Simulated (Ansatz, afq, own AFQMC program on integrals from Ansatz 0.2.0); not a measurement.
# CH₂Al (doublet): AFQMC on the coupled-cluster ladder at scale of all distances = 1.509, cc-pVDZ

How near does AFQMC come to the top of the ladder for CH₂Al (doublet)?

Computed with Ansatz 0.2.0, Gaussian basis, and an in-house AFQMC program (afq) on its integrals; all values are calculated. Level: cc-pVDZ, frozen cores.

To be run: PBE (unrestricted); r2SCAN (unrestricted); PBE0 (unrestricted); B3LYP (unrestricted); wB97M-V (unrestricted); B2PLYP (unrestricted); CCSD(T) on UHF; CCSDT(Q) on UHF; Phaseless AFQMC, CISD trial on UHF.

### 1 The system

The geometry derives from a PBE0/def2-TZVP stationary point (not a proven minimum). All distances are scaled together.

4 atoms, charge 0, spin multiplicity 2.

Atoms are counted from 1 here; the program's logs count them from 0.

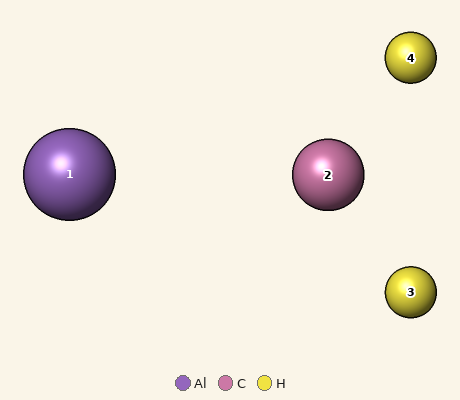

The structure; aluminium purple, carbon pink, hydrogen yellow; atoms are numbered from 1 in the order of the file.

### 2 PBE (unrestricted)

in.yaml

```yaml
crystal:
  periodic: [false, false, false]
  atoms:
    - {symbol: Al, position_ang: [0.000000, 0.000000, 1.063783]}
    - {symbol: C, position_ang: [0.000000, 0.000000, -1.910023]}
    - {symbol: H, position_ang: [0.000000, -1.352257, -2.858200]}
    - {symbol: H, position_ang: [0.000000, 1.352257, -2.858200]}
basis:
  gaussian: {orbitals: cc-pVDZ}
magnetization: {spin_polarized: true, initial_magnetization: 1}
hamiltonian: {xc: {name: PBE}}
output: {orbitals: {seedname: orbitals}}
```

Command:

```console
$ ansatz run in.yaml --threads 1 --pin off --events-out ev --progress --plain --max-ram 1382MiB
```

Standard output:

```text
Functional definition: PBE
  name "PBE"
  cite "Perdew, Burke & Ernzerhof, Phys. Rev. Lett. 77, 3865 (1996) doi:10.1103/PhysRevLett.77.3865"
  parent pbe
  parameter kappa = 0.804
  parameter beta = 0.06672455060314922
  exchange = pbe_x(kappa = kappa, mu = beta*pi^2/3)
  correlation = pbe_c(beta = beta)
549 factors; their error is unknown
mean field evaluation 1: about -7648.3569 eV, gradient 2.5e1 eV
mean field evaluation 2: about -7532.5416 eV, gradient 7.0e1 eV
mean field evaluation 4: about -7646.4539 eV, gradient 2.3e1 eV
mean field evaluation 8: about -7653.2441 eV, gradient 1.8e-1 eV
mean field evaluation 16: about -7653.2147 eV, gradient 8.0e-4 eV
mean field evaluation 32: about -7650.3189 eV, gradient 1.2e1 eV
mean field evaluation 64: about -7652.5004 eV, gradient 3.1e0 eV
mean field evaluation 96: about -7651.1650 eV, gradient 3.4e0 eV
mean field -7653.21470524 eV, -281.2504528824 hartree, gradient 6.1e-5 eV, S^2 0.760225; 10 other end points of the search recorded, 0 dependent functions left out
reference -7653.21473981 eV, -281.2504541528 hartree; 11, 10 occupied and 31, 32 virtual orbitals, 549 factors
Total energy: -7653.21473981 eV, -281.2504541528 hartree
```

It took 6 s on 1 thread of Intel Xeon Platinum 8259CL at 2.50GHz (Skylake/Cascade Lake), shared host.

From the report: ⟨S²⟩ of the determinant 0.760 (pure doublet: 0.75).

### 3 r2SCAN (unrestricted)

in.yaml: that of step 2 with these lines changed.

```diff
@@ -10,3 +10,2 @@
 magnetization: {spin_polarized: true, initial_magnetization: 1}
-hamiltonian: {xc: {name: PBE}}
-output: {orbitals: {seedname: orbitals}}
+hamiltonian: {xc: {name: r2SCAN}}
```

The command is unchanged.

Standard output (excerpt; [...] marks lines left out):

```text
Functional definition: r2SCAN
  name "r2SCAN"
  cite "Furness, Kaplan, Ning, Perdew & Sun, J. Phys. Chem. Lett. 11, 8208 (2020) doi:10.1021/acs.jpclett.0c02405"
  cite "Furness, Kaplan, Ning, Perdew & Sun, J. Phys. Chem. Lett. 11, 9248 (2020) doi:10.1021/acs.jpclett.0c03077"
  parent r2scan
[...]
549 factors; their error is unknown
[...]
mean field -7656.63799819 eV, -281.3762565780 hartree, gradient 3.1e-5 eV, S^2 0.774626; 13 other end points of the search recorded, 0 dependent functions left out
reference -7656.63801152 eV, -281.3762570677 hartree; 11, 10 occupied and 31, 32 virtual orbitals, 549 factors
Total energy: -7656.63801152 eV, -281.3762570677 hartree
```

Wall time 10 s (1 thread of Intel Xeon Platinum 8259CL at 2.50GHz (Skylake/Cascade Lake), shared host).

From the report: ⟨S²⟩ of the determinant 0.775 (pure doublet: 0.75).

### 4 PBE0 (unrestricted)

in.yaml: that of step 3 with these lines changed.

```diff
@@ -10,2 +10,3 @@
 magnetization: {spin_polarized: true, initial_magnetization: 1}
-hamiltonian: {xc: {name: r2SCAN}}
+hamiltonian: {xc: {name: PBE0}}
+output: {orbitals: {seedname: orbitals}}
```

Same command.

Standard output (excerpt; [...] marks lines left out):

```text
Functional definition: PBE0
  name "PBE0"
  cite "Adamo & Barone, J. Chem. Phys. 110, 6158 (1999) doi:10.1063/1.478522"
  cite "Perdew, Burke & Ernzerhof, Phys. Rev. Lett. 77, 3865 (1996) doi:10.1103/PhysRevLett.77.3865"
  parent pbe
[...]
407 factors; integrals over basis functions are off by at most 5.5e-4 eV
[...]
mean field -7653.49466408 eV, -281.2607411798 hartree, gradient 3.6e-5 eV, S^2 0.770088; 4 other end points of the search recorded, 0 dependent functions left out
reference -7653.49469018 eV, -281.2607421390 hartree; 11, 10 occupied and 31, 32 virtual orbitals, 407 factors
Total energy: -7653.49469018 eV, -281.2607421390 hartree
```

It took 2.1 s on 1 thread of Intel Xeon Platinum 8259CL at 2.50GHz (Skylake/Cascade Lake), shared host.

From the report: ⟨S²⟩ of the determinant 0.770 (pure doublet: 0.75).

### 5 B3LYP (unrestricted)

in.yaml: that of step 4 with these lines changed.

```diff
@@ -10,3 +10,2 @@
 magnetization: {spin_polarized: true, initial_magnetization: 1}
-hamiltonian: {xc: {name: PBE0}}
-output: {orbitals: {seedname: orbitals}}
+hamiltonian: {xc: {name: B3LYP}}
```

Same command.

Standard output (excerpt; [...] marks lines left out):

```text
Functional definition: B3LYP
  name "B3LYP"
  cite "Stephens, Devlin, Chabalowski & Frisch, J. Phys. Chem. 98, 11623 (1994) doi:10.1021/j100096a001"
  cite "Becke, Phys. Rev. A 38, 3098 (1988) doi:10.1103/PhysRevA.38.3098"
  cite "Lee, Yang & Parr, Phys. Rev. B 37, 785 (1988) doi:10.1103/PhysRevB.37.785"
  cite "Vosko, Wilk & Nusair, Can. J. Phys. 58, 1200 (1980) doi:10.1139/p80-159"
[...]
407 factors; integrals over basis functions are off by at most 5.5e-4 eV
[...]
mean field -7658.91759785 eV, -281.4600303203 hartree, gradient 4.1e-5 eV, S^2 0.765357; 4 other end points of the search recorded, 0 dependent functions left out
reference -7658.91782992 eV, -281.4600388484 hartree; 11, 10 occupied and 31, 32 virtual orbitals, 407 factors
Total energy: -7658.91782992 eV, -281.4600388484 hartree
```

Run time: 1.8 s. Hardware: 1 thread of Intel Xeon Platinum 8259CL at 2.50GHz (Skylake/Cascade Lake), shared host.

From the report: ⟨S²⟩ of the determinant 0.765 (pure doublet: 0.75).

### 6 wB97M-V (unrestricted)

in.yaml: that of step 5 with these lines changed.

```diff
@@ -10,2 +10,3 @@
 magnetization: {spin_polarized: true, initial_magnetization: 1}
-hamiltonian: {xc: {name: B3LYP}}
+hamiltonian: {xc: {name: wB97M-V}}
+output: {orbitals: {seedname: orbitals}}
```

The command is unchanged.

Standard output (excerpt; [...] marks lines left out):

```text
Functional definition: wB97M-V
  name "wB97M-V"
  cite "Mardirossian & Head-Gordon, J. Chem. Phys. 144, 214110 (2016) doi:10.1063/1.4952647"
  cite "Becke, J. Chem. Phys. 107, 8554 (1997) doi:10.1063/1.475007"
  cite "Vydrov & Van Voorhis, J. Chem. Phys. 133, 244103 (2010) doi:10.1063/1.3521275"
  # Of w^i u^j: cxij and so on, Table III.
[...]
  gx(w, u) = 1 - cx + cx01*u + cx10*w
  gss(w, u) = css00 + css04*u^4 + css10*w + css20*w^2 + css43*w^4*u^3
  gos(w, u) = cos00 + cos10*w + (cos20 + cos21*u)*w^2 + (cos60 + cos61*u)*w^6
[...]
      + integral(e_c_pw_mod_opposite_spin*gos(b97_w_opposite, b97_u_opposite)) + vv10(b, c)
407 factors; integrals over basis functions are off by at most 5.5e-4 eV
145 factors; integrals over basis functions are off by at most 1.9e-5 eV
[...]
mean field -7656.90038048 eV, -281.3858989492 hartree, gradient 7.6e-5 eV, S^2 0.772558; 0 other end points of the search recorded, 0 dependent functions left out
reference -7656.90042027 eV, -281.3859004116 hartree; 11, 10 occupied and 31, 32 virtual orbitals, 407 factors
Total energy: -7656.90042027 eV, -281.3859004116 hartree
```

It took 6 s on 1 thread of Intel Xeon Platinum 8259CL at 2.50GHz (Skylake/Cascade Lake), shared host.

From the report: ⟨S²⟩ of the determinant 0.773 (pure doublet: 0.75).

### 7 B2PLYP (unrestricted)

in.yaml: that of step 6 with these lines changed.

```diff
@@ -10,3 +10,3 @@
 magnetization: {spin_polarized: true, initial_magnetization: 1}
-hamiltonian: {xc: {name: wB97M-V}}
-output: {orbitals: {seedname: orbitals}}
+hamiltonian: {xc: {name: B2PLYP}}
+correlation: {electrons: outside_noble_gas}
```

The command is unchanged.

Standard output (excerpt; [...] marks lines left out):

```text
Functional definition: B2PLYP
  name "B2PLYP"
  cite "Grimme, J. Chem. Phys. 124, 034108 (2006) doi:10.1063/1.2148954"
  cite "Becke, Phys. Rev. A 38, 3098 (1988) doi:10.1103/PhysRevA.38.3098"
  cite "Lee, Yang & Parr, Phys. Rev. B 37, 785 (1988) doi:10.1103/PhysRevB.37.785"
[...]
407 factors; integrals over basis functions are off by at most 5.5e-4 eV
[...]
mean field -7651.81559850 eV, -281.1990366579 hartree, gradient 7.8e-6 eV, S^2 0.797227; 6 other end points of the search recorded, 0 dependent functions left out
6 core orbitals not correlated: weight in the atoms' cores, before any rotation towards them, 1.000 or more for the frozen orbitals, at most 0.000 for the correlated occupied ones
reference -7651.81574903 eV, -281.1990421897 hartree; 5, 4 occupied and 31, 32 virtual orbitals, 407 factors
second order -6.37831675 eV of doubles, -0.00000000 eV of singles
Total energy: -7653.53789455 eV, -281.2623298704 hartree
```

Wall time 3.9 s (1 thread of Intel Xeon Platinum 8259CL at 2.50GHz (Skylake/Cascade Lake), shared host).

From the report: ⟨S²⟩ of the determinant 0.797 (pure doublet: 0.75).

### 8 CCSD(T) on UHF

in.yaml: that of step 7 with these lines changed.

```diff
@@ -10,3 +10,2 @@
 magnetization: {spin_polarized: true, initial_magnetization: 1}
-hamiltonian: {xc: {name: B2PLYP}}
-correlation: {electrons: outside_noble_gas}
+correlation: {method: ccsd_t, electrons: outside_noble_gas, hamiltonian_folder: ham}
```

The command is unchanged.

Standard output (excerpt; [...] marks lines left out):

```text
Functional definition: HF
  name "HF"
  cite "Fock, Z. Phys. 61, 126 (1930) doi:10.1007/BF01340294"
  parent pbe
[...]
407 factors; integrals over basis functions are off by at most 5.5e-4 eV
[...]
mean field -7636.95109420 eV, -280.6527762006 hartree, gradient 2.8e-6 eV, S^2 1.205823; 30 other end points of the search recorded, 0 dependent functions left out
determinant -7636.95109420 eV, -280.6527762006 hartree, with singles and doubles -7642.68064623 eV, -280.8633333539 hartree
determinant -7635.90795147 eV, -280.6144414122 hartree, with singles and doubles -7641.17474264 eV, -280.8079924177 hartree
determinant -7635.85564748 eV, -280.6125192760 hartree, with singles and doubles -7641.10801073 eV, -280.8055400654 hartree
determinant -7635.82465563 eV, -280.6113803466 hartree, with singles and doubles -7640.80051451 eV, -280.7942397875 hartree
[...]
determinant -7634.06005860 eV, -280.5465326016 hartree, with singles and doubles -7639.87845526 eV, -280.7603547353 hartree
determinant -7634.01470325 eV, -280.5448658235 hartree, with singles and doubles -7640.64619815 eV, -280.7885687659 hartree
determinant -7633.85949755 eV, -280.5391621192 hartree, with singles and doubles -7639.64826634 eV, -280.7518954484 hartree
6 core orbitals not correlated: weight in the atoms' cores, before any rotation towards them, 1.000 or more for the frozen orbitals, at most 0.000 for the correlated occupied ones
reference -7636.95109420 eV, -280.6527762006 hartree; 5, 4 occupied and 31, 32 virtual orbitals, 407 factors
second order -4.17443276 eV of doubles, -0.00000000 eV of singles
cycle   1  -5.73099486 eV  change   -1.4e-3 eV  update   6.7e-3
[...]
cycle  12  -5.74551047 eV  change   -1.7e-6 eV  update   3.6e-6
perturbative correction -0.27670007 eV, -0.0101685399 hartree
Total energy: -7642.97330474 eV, -280.8740883558 hartree
```

It took 12 s on 1 thread of Intel Xeon Platinum 8259CL at 2.50GHz (Skylake/Cascade Lake), shared host.

From the report: ⟨S²⟩ of the determinant 1.206 (pure doublet: 0.75); correlation -6.0222 eV; T1 0.083; largest double amplitude 0.10.

This run also writes the integrals to the folder ham.

### 9 CCSDT(Q) on UHF

in.yaml: that of step 8 with these lines changed.

```diff
@@ -10,2 +10,2 @@
 magnetization: {spin_polarized: true, initial_magnetization: 1}
-correlation: {method: ccsd_t, electrons: outside_noble_gas, hamiltonian_folder: ham}
+correlation: {method: ccsdt_q, electrons: outside_noble_gas}
```

Same command.

Standard output (excerpt; [...] marks lines left out):

```text
Functional definition: HF
  name "HF"
  cite "Fock, Z. Phys. 61, 126 (1930) doi:10.1007/BF01340294"
  parent pbe
[...]
777 factors; integrals over basis functions are off by at most 1.7e-7 eV
[...]
mean field -7636.95111798 eV, -280.6527770742 hartree, gradient 2.8e-6 eV, S^2 1.205827; 30 other end points of the search recorded, 0 dependent functions left out
determinant -7636.95111798 eV, -280.6527770742 hartree, with singles and doubles -7642.68068194 eV, -280.8633346664 hartree
determinant -7635.90797988 eV, -280.6144424564 hartree, with singles and doubles -7641.17477821 eV, -280.8079937249 hartree
determinant -7635.85567606 eV, -280.6125203262 hartree, with singles and doubles -7641.10804864 eV, -280.8055414586 hartree
determinant -7635.82468686 eV, -280.6113814943 hartree, with singles and doubles -7640.80055080 eV, -280.7942411214 hartree
[...]
determinant -7634.06010544 eV, -280.5465343233 hartree, with singles and doubles -7639.87850842 eV, -280.7603566888 hartree
determinant -7634.01473851 eV, -280.5448671190 hartree, with singles and doubles -7640.64622271 eV, -280.7885696685 hartree
determinant -7633.85956119 eV, -280.5391644577 hartree, with singles and doubles -7639.64832907 eV, -280.7518977535 hartree
6 core orbitals not correlated: weight in the atoms' cores, before any rotation towards them, 1.000 or more for the frozen orbitals, at most 0.000 for the correlated occupied ones
reference -7636.95111798 eV, -280.6527770742 hartree; 5, 4 occupied and 31, 32 virtual orbitals, 777 factors
second order -4.17446577 eV of doubles, -0.00000000 eV of singles
cycle   1  -4.84302709 eV  change   -6.7e-1 eV  update   1.2e-1
[...]
cycle  30  -6.11397229 eV  change   -2.9e-7 eV  update   6.6e-7
perturbative correction -0.03672476 eV, -0.0013496102 hartree
Total energy: -7643.10181503 eV, -280.8788110219 hartree
```

Wall time 29 s (1 thread of Intel Xeon Platinum 8259CL at 2.50GHz (Skylake/Cascade Lake), shared host).

From the report: ⟨S²⟩ of the determinant 1.206 (pure doublet: 0.75); correlation -6.1507 eV; T1 0.094; largest double amplitude 0.13.

### 10 Phaseless AFQMC, CISD trial on UHF

It reads the integrals that the CCSD(T) run on this determinant wrote.

Command:

```console
$ afq ham --method phaseless --trial cisd --walkers 60 --populations 1 --least-time 40 --time-step 0.005 --steps-per-block 50 --equilibration-blocks 40 --max-blocks 300 --target-error 0.00072 --factor-cut 1e-05 --start spin_pure --seed 2206 --release-times 0.24,0.51,0.99,1.62,2.4 --release-step 0.03 --release-every 4 --taylor-order 6
```

Standard output:

```text
orbitals 36  electrons 5 4  factors 249 of 407
reference energy -280.65277620 Eh
CCSD correlation -0.21114344 Eh in 16 cycles, weight of the determinant in the CISD state 0.7302
energy of the start -280.839558 Eh
 block  time / (1/Eh)  mean weight  energy / Eh
     1     0.250  0.9989  -280.846497
     2     0.500  1.0009  -280.852472
     3     0.750  0.9998  -280.858048
     4     1.000  0.9997  -280.858351
     5     1.250  1.0011  -280.861406
     6     1.500  0.9982  -280.876313
     7     1.750  0.9999  -280.876290
     8     2.000  1.0003  -280.873172
     9     2.250  0.9991  -280.866383
    10     2.500  0.9997  -280.871793
    17     4.250  0.9997  -280.876453
    25     6.250  1.0003  -280.882726
    33     8.250  0.9993  -280.874872
    41    10.250  0.9991  -280.868649
    49    12.250  1.0000  -280.880609
    57    14.250  1.0013  -280.863934
    65    16.250  0.9993  -280.872907
    73    18.250  1.0016  -280.872203
    81    20.250  0.9982  -280.877116
    89    22.250  1.0002  -280.886041
    97    24.250  0.9996  -280.884966
   105    26.250  0.9991  -280.881964
   113    28.250  0.9927  -280.880188
   121    30.250  0.9996  -280.874155
   129    32.250  1.0013  -280.873122
   137    34.250  0.9990  -280.868859
   145    36.250  1.0007  -280.869947
   153    38.250  0.9976  -280.857898
   161    40.250  1.0002  -280.864067
   169    42.250  1.0002  -280.885491
   177    44.250  1.0011  -280.868417
   185    46.250  1.0013  -280.863156
   193    48.250  1.0014  -280.869390
   201    50.250  1.0011  -280.872294
   209    52.250  0.9985  -280.876928
   217    54.250  0.9990  -280.876336
   225    56.250  1.0005  -280.874341
   233    58.250  0.9969  -280.872670
   241    60.250  1.0014  -280.891406
   249    62.250  0.9997  -280.867313
   257    64.250  0.9995  -280.868881
   265    66.250  0.9991  -280.867518
   273    68.250  0.9983  -280.877808
   281    70.250  1.0022  -280.868554
   289    72.250  1.0012  -280.868113
   297    74.250  0.9987  -280.876039
   305    76.250  1.0026  -280.872747
   313    78.250  1.0016  -280.877600
   321    80.250  0.9981  -280.867209
   329    82.250  0.9993  -280.878429
   337    84.250  0.9992  -280.874967
blocks merged  error / Eh  count
     1  0.000475  300
     2  0.000595  150
     4  0.000761  75
     8  0.000885  37
    16  0.001054  18
    32  0.001090  9
released: time / (1/Eh)  energy / Eh  error  mean overlap
  0.24  -280.876275  0.001149  0.9856
  0.51  -280.877116  0.000983  0.9873
  0.99  -280.876943  0.001196  0.9946
  1.62  -280.878270  0.001666  0.9901
  2.40  -280.880242  0.001559  0.9735
energy -280.874530 +/- 0.001054 Eh
```

Wall time 6.8 min (1 thread of Intel Xeon Platinum 8259CL at 2.50GHz (Skylake/Cascade Lake), shared host).

Energy -7642.9853 ± 0.0287 eV. Caveats: constraint bias not in the error.

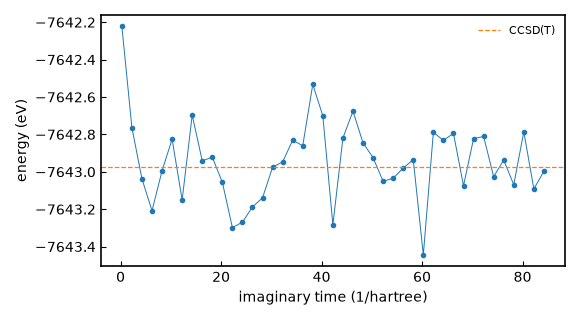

Block energies along the walk.

### 11 AFQMC on the ladder

On the UHF determinant, counted from CCSDT(Q) (a yardstick, not exact):

```
                                              level  energy (eV)  from CCSDT(Q) (kcal/mol)  statistical error (kcal/mol)     time
                                                 HF   -7636.9511                   +141.84                                       
                                                MP2   -7641.1255                    +45.57                                       
                                               CCSD   -7642.6966                     +9.34                                       
                                            CCSD(T)   -7642.9733                     +2.96                                       
                                           CCSDT(Q)   -7643.1018                      0.00                                       
Phaseless AFQMC, CISD trial, step 0.005, 60 walkers   -7642.9853                     +2.69                          0.66  6.8 min
```

The functionals' totals stand on their own zeros and serve differences with other points: PBE -7653.215 eV; r2SCAN -7656.638 eV; PBE0 -7653.495 eV; B3LYP -7658.918 eV; wB97M-V -7656.900 eV; B2PLYP -7653.538 eV.

### 12 Summary of results

```
                                        quantity                  value
                    CCSD(T) on UHF from CCSDT(Q)         +2.96 kcal/mol
Phaseless AFQMC, CISD trial on UHF from CCSDT(Q)  +2.69 ± 0.66 kcal/mol
```

**Reading.** On UHF the phaseless walk with the CISD trial lies +2.69 kcal/mol from CCSDT(Q), 4 times its error bar. Error bars are statistical and leave out the constraint, the time step and what remains of the start.
